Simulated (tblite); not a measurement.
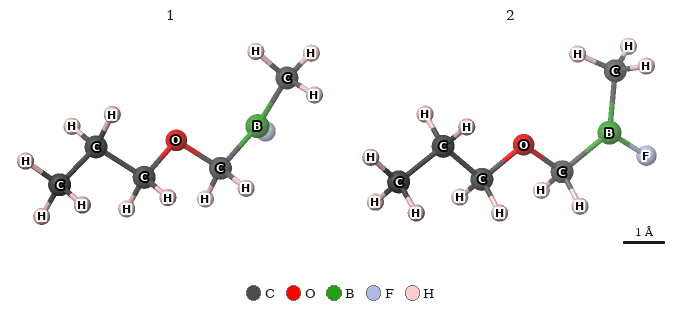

Two geometries of C5H12BFO, drawn at one scale. One is the start of a relaxation, the other its converged end. The picture is a ball-and-stick view, seen at a tilt.

These are results of tblite 0.8.0, GFN2-xTB geometry optimisation, gas phase, not measurements. 

> Which geometry has the lower energy?

Structure 2 is the relaxed one. After 140 geometry steps the energy has fallen by 12.2 kcal/mol. The F atom moves most after the best rigid fit: 1.46 Å. Largest moves by element: F 1.46 Å, H 0.76 Å, B 0.41 Å, C 0.38 Å, O 0.29 Å. Among the contacts that change: B–F 1.448 → 1.326 Å, C–H 1.131 → 1.091 Å, C–H 1.110 → 1.088 Å, B–C 1.590 → 1.571 Å. Bond angles that change, for instance: H–C–H 110.4° → 105.1°, C–B–F 120.8° → 115.7°, C–B–C 120.2° → 124.9°. Groups turn about B–C by about 60°, B–C by about 40°. Cost: 1.4 s on 1 thread of Arm Neoverse N1, with other jobs on the host.
